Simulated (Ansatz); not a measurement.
# CHF$_{3}$OSi: what the fields show

Input file:

```
basis:
  gaussian: {orbitals: def2-TZVPD}
crystal:
  periodic: [false, false, false]
  atoms:
    - symbol: C
      position_ang: [-1.447405, -2.064956, 0.239219]
    - symbol: F
      position_ang: [-1.478802, -2.248590, -1.088400]
    - symbol: F
      position_ang: [0.682197, -0.165075, 0.162394]
    - symbol: F
      position_ang: [-1.746756, 0.770259, 0.084804]
    - symbol: O
      position_ang: [-1.795008, -2.912702, 0.987917]
    - symbol: Si
      position_ang: [-0.800170, -0.340628, 0.755846]
    - symbol: H
      position_ang: [-0.792286, -0.198818, 2.220705]
hamiltonian: {xc: pbe0}
output: {forces: true, orbitals: {seedname: orbitals}}
```

Run with:

```sh
ansatz run input.yaml --threads 1 --pin off --max-ram 2610MiB --events-out events.jsonl --progress --plain --runs-dir runs
```

Geometry: PBE0-D3(BJ)/def2-SVP.

All numbers below come from isolated molecule in a Gaussian basis; Kohn-Sham density functional theory, functional PBE0 in Ansatz.

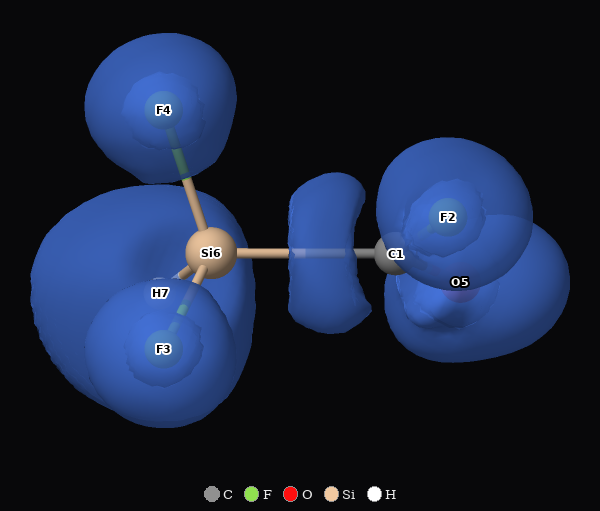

Figure 1. Isosurface of the electron localisation function at 0.75 (blue), seen from one side. Only the valence region is drawn (cores and ρ < 0.01 e/Å³ removed).

Question: Describe the localisation domains.

Answer: The surface consists of one region between bonded C–Si atoms (shared pairs), one region around a hydrogen nucleus, one region on F in which the atom's valence shell and bonds are merged, one region on O in which the atom's valence shell and bonds are merged and two regions wrapped around F (its lone pairs, merged into a ring or cap). Along the contacts the grid gives the following. C–O (1.18 Å): the ELF peaks at about 0.85 between the atoms: a short, multiple covalent bond. C–F (1.34 Å): the ELF peaks at about 0.80 between the atoms (a shared but strongly polarised pair).

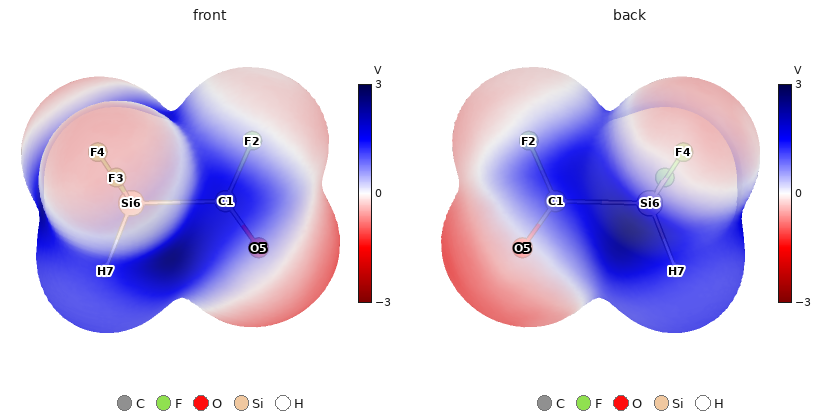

Figure 2. The electrostatic potential painted on the density surface at 0.002 e/bohr³, seen from the front and from behind; red is negative and blue positive.

Question: Which sites attract a positive test charge, and which a negative one?

Answer: A positive charge is drawn to the negative regions and a negative charge to the positive ones. The most negative region (about −1.0 V) lies over O5, the most positive (about +2.5 V) over Si6.

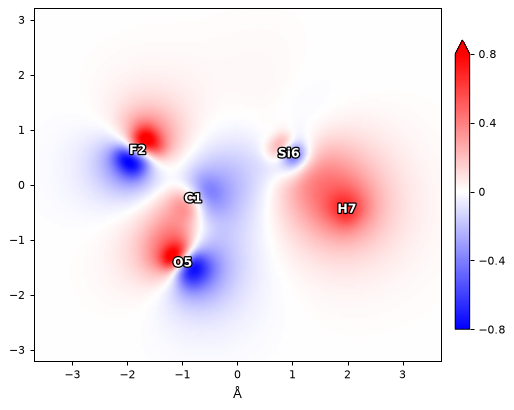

Figure 3. The HOMO−1 on the plane of atoms F2, C1 and O5 (values in Å⁻³ᐟ²; the overall sign is arbitrary).

Question: What is the character of this orbital?

Answer: Its weight (Hirshfeld) is mainly on H7 (about 25 %), O5 (about 20 %), Si6 (about 20 %), F2 (about 15 %), C1 (about 10 %), F3 (about 5 %) and F4 (about 5 %). Its energy is −11.26 eV.

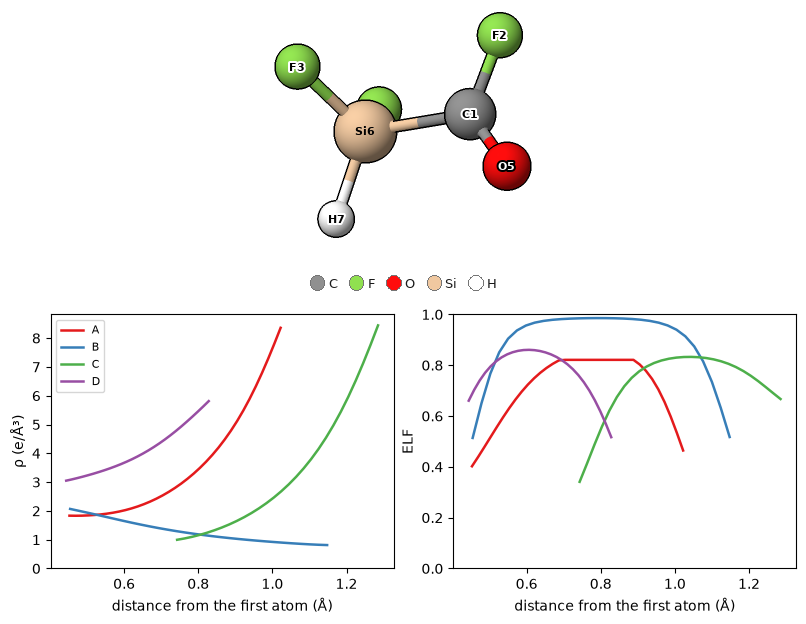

Figure 4. Electron density and ELF along straight lines between neighbouring atoms. The curves leave out the atomic cores. The structure is drawn too.

Question: Which curve belongs to which contact (C–F, C–O, C–Si and Si–F)? The first atom named is at distance zero.

Answer: Curve A: C–F (1.34 Å): ρ is about 2.3 e/Å³ halfway, with its minimum of 1.8 e/Å³ about 0.5 Å from C; the ELF peaks at about 0.80 between the atoms: a polar covalent bond. Curve B: C–Si (1.91 Å): ρ at the midpoint is about 0.97 e/Å³; the ELF peaks at about 1 between the atoms: localised, covalent bonding. Curve C: Si–F (1.61 Å): ρ is about 1.2 e/Å³ halfway; the ELF peaks at about 0.85 in the valence shell of F, 0.6 Å from its nucleus, and is about 0.55 at the midpoint. Curve D: C–O (1.18 Å): the density is about 3.6 e/Å³ at the midpoint; the ELF peaks at about 0.85 between the atoms; a multiple bond.
